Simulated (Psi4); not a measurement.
# BSiH4O2F (SMILES OB(F)O[SiH3]): CCSD(T)/6-31G(d) (spherical functions)

What is the energy change on altering one bond length of BSiH4O2F at CCSD(T)/6-31G* (spherical functions)? 

Program for the calculation: Psi4 1.11.

6 further runs of the same task are left out: 3 that didn't finish, 3 set aside as unsound or not needed.

## (1) The molecule

BSiH4O2F has 9 atoms, charge 0, and is taken as a singlet. SMILES: `OB(F)O[SiH3]`. The shape is that of a PBE0-D4/def2-TZVP optimisation. This is one conformer, not always the lowest.

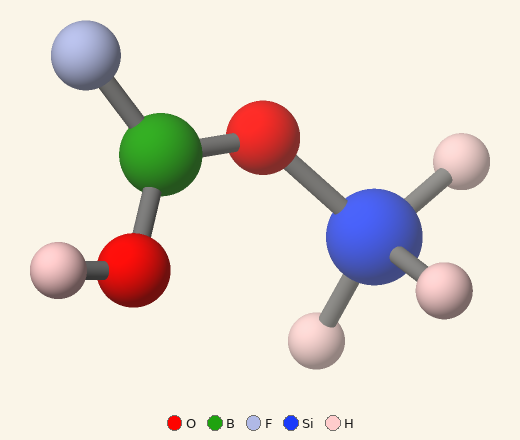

The structure, seen from a chosen angle (oxygen red, boron green, fluorine light blue, silicon blue, hydrogen pink).

## (2) A single-point energy at CCSD(T)/6-31G(d) (spherical functions)

The input, input.dat:

```
memory 2.2 GB

molecule m {
  O     -1.614100     0.556700     0.394000
  B     -0.395400     1.157100     0.352700
  F     -0.277300     2.450800     0.657900
  O      0.708900     0.466900     0.006200
  Si     0.934200    -1.114900    -0.425000
  H     -2.322500     1.149900     0.654100
  H      2.381900    -1.273900    -0.690900
  H      0.154500    -1.427600    -1.647800
  H      0.518200    -2.011000     0.681800
  symmetry c1
}

set {
  puream true
  e_convergence 1e-09
  d_convergence 1e-08
  scf_type pk
  num_frozen_docc 9
}

energy("ccsd(t)/6-31G*")
```

The run is started by

```bash
psi4 input.dat output.dat -n 1
```

output.dat:

```text
[...]
  Running in c1 symmetry.
[...]
  Nuclear repulsion =  222.106225101530924
[...]
  Multiplicity = 1
[...]
  Nalpha       = 24
  Nbeta        = 24
[...]
    Number of basis functions: 82
[...]
   @RHF iter   1:  -565.17041050619684   -1.10847e+00   6.92213e-03 DIIS/ADIIS
[...]
   @RHF iter  11:  -565.30412931885485   -6.25278e-12   7.56080e-09 DIIS
[...]
    Orbital Energies [Eh]
    ---------------------
    Doubly Occupied:
       1A    -68.794286     2A    -26.292490     3A    -20.587932
       4A    -20.569932     5A     -7.703851     6A     -6.152140
       7A     -4.258807     8A     -4.257517     9A     -4.257488
      10A     -1.606263    11A     -1.392438    12A     -1.354219
      13A     -0.814577    14A     -0.765336    15A     -0.748736
      16A     -0.679060    17A     -0.678554    18A     -0.621779
      19A     -0.583418    20A     -0.576580    21A     -0.559872
      22A     -0.533290    23A     -0.472671    24A     -0.467132
[...]
  @RHF Final Energy:  -565.30412931885485
   => Energetics <=
    Nuclear Repulsion Energy =            222.1062251015309243
    One-Electron Energy =               -1225.3639709817091443
    Two-Electron Energy =                 437.9536165613232583
    Total Energy =                       -565.3041293188548480
[...]
 Multipole Moments:
 ------------------------------------------------------------------------------------
     Multipole            Electronic (a.u.)      Nuclear  (a.u.)        Total (a.u.)
 ------------------------------------------------------------------------------------
 L = 1.  Multiply by 2.5417464519 to convert [e a0] to [Debye]
 Dipole X            :         -1.8023273            1.2854045           -0.5169228
 Dipole Y            :          7.3926438           -7.5942871           -0.2016433
 Dipole Z            :          2.1336940           -2.1025089            0.0311851
 Magnitude           :                                                    0.5557353
[...]
      * MP2 total energy                      = -565.970845008681977
[...]
      * CCSD total energy                     = -565.999509510662733
[...]
      * CCSD(T) total energy                  = -566.013905905850038
[...]
```

It took 35 s on 1 thread of AMD EPYC 7R43 (Zen 3), shared host; peak memory 0.46 GiB.

## (3) The distorted shape

The input, bfh4o2si.xyz:

```xyz
9
BFH4O2Si
O     -1.224272     0.713041     1.005366
B     -0.005572     1.313441     0.964066
F      0.112528     2.607141     1.269266
O      1.098728     0.623241     0.617566
Si     1.324028    -0.958559     0.186366
H     -1.932672     1.306241     1.265466
H      2.771728    -1.117559    -0.079534
H      0.154500    -1.427600    -1.647800
H      0.908028    -1.854659     1.293166
```

The input, run.py:

```python
import psi4

psi4.set_memory(2200000000)
psi4.set_num_threads(1)
psi4.set_output_file('bfh4o2si.out', False)

with open('bfh4o2si.xyz') as f:
    atoms = ''.join(f.readlines()[2:])
geom = psi4.geometry('0 1\n' + atoms + 'symmetry c1')

psi4.set_options({
    'basis': '6-31G*',
    'puream': True,
    'e_convergence': 1e-09,
    'd_convergence': 1e-08,
    'scf_type': 'pk',
    'num_frozen_docc': 9,
})

result, w = psi4.energy('ccsd(t)', molecule=geom, return_wfn=True)
print(f'ccsd(t) energy: {result:.10f} Eh')
```

The run is started by

```bash
python run.py
```

bfh4o2si.out:

```text
[...]
  Running in c1 symmetry.
[...]
  Nuclear repulsion =  219.717760149146329
[...]
  Multiplicity = 1
[...]
  Nalpha       = 24
  Nbeta        = 24
[...]
    Number of basis functions: 82
[...]
   @RHF iter   1:  -565.08521812333936   -1.22030e+00   6.90450e-03 ADIIS/DIIS
[...]
   @RHF iter  11:  -565.21882227789808   -1.12550e-11   8.35544e-09 DIIS
[...]
    Orbital Energies [Eh]
    ---------------------
    Doubly Occupied:
       1A    -68.847971     2A    -26.299290     3A    -20.592514
       4A    -20.588676     5A     -7.713280     6A     -6.197799
       7A     -4.304482     8A     -4.303289     9A     -4.303046
      10A     -1.612862    11A     -1.400651    12A     -1.367136
      13A     -0.824820    14A     -0.770576    15A     -0.755385
      16A     -0.686059    17A     -0.679000    18A     -0.625376
      19A     -0.588233    20A     -0.583027    21A     -0.573373
      22A     -0.536379    23A     -0.489304    24A     -0.378402
[...]
  @RHF Final Energy:  -565.21882227789808
   => Energetics <=
    Nuclear Repulsion Energy =            219.7177601491463292
    One-Electron Energy =               -1219.8313077911718665
    Two-Electron Energy =                 434.8947253641273960
    Total Energy =                       -565.2188222778981981
[...]
 Multipole Moments:
 ------------------------------------------------------------------------------------
     Multipole            Electronic (a.u.)      Nuclear  (a.u.)        Total (a.u.)
 ------------------------------------------------------------------------------------
 L = 1.  Multiply by 2.5417464519 to convert [e a0] to [Debye]
 Dipole X            :         -1.1473765            0.9278276           -0.2195490
 Dipole Y            :          7.6988357           -7.7376938           -0.0388580
 Dipole Z            :          3.2210494           -2.6632955            0.5577539
 Magnitude           :                                                    0.6006672
[...]
      * MP2 total energy                      = -565.893750682974769
[...]
      * CCSD total energy                     = -565.929671032538295
[...]
      * CCSD(T) total energy                  = -565.945595997441274
```

On the terminal:

```text
ccsd(t) energy: -565.9455959974 Eh
```

Run time: 34 s. Hardware: 1 thread of AMD EPYC 7R43 (Zen 3), shared host; peak memory 0.45 GiB.

## (4) Summary of results

At CCSD(T)/6-31G* (spherical functions), 9 core orbitals frozen:

```
                                                          quantity          value
                                         first shape: total energy  -566.01391 Eh
                  first shape: HOMO energy (Hartree–Fock orbitals)      -12.71 eV
                  first shape: LUMO energy (Hartree–Fock orbitals)        3.72 eV
                first shape: HOMO–LUMO gap (Hartree–Fock orbitals)       16.43 eV
          first shape: correlation energy (9 core orbitals frozen)     -709.8 mEh
                                       first shape: (T) correction     -14.40 mEh
                                        first shape: T1 diagnostic          0.013
                                     distorted shape: total energy  -565.94560 Eh
              distorted shape: HOMO energy (Hartree–Fock orbitals)      -10.30 eV
              distorted shape: LUMO energy (Hartree–Fock orbitals)        2.59 eV
            distorted shape: HOMO–LUMO gap (Hartree–Fock orbitals)       12.89 eV
      distorted shape: correlation energy (9 core orbitals frozen)     -726.8 mEh
                                   distorted shape: (T) correction     -15.92 mEh
                                    distorted shape: T1 diagnostic          0.015
energy change with the Si5–H8 bond stretched from 1.484 to 2.225 Å       1.859 eV
```

**Reading.** With the Si5–H8 bond stretched from 1.484 to 2.225 Å the energy rises by 1.86 eV (43 kcal/mol). The first shape isn't relaxed at this level, so the change isn't measured from a minimum. The triples (first shape) make up 2.0 % of the correlation energy. The triples (distorted shape) make up 2.2 % of the correlation energy.
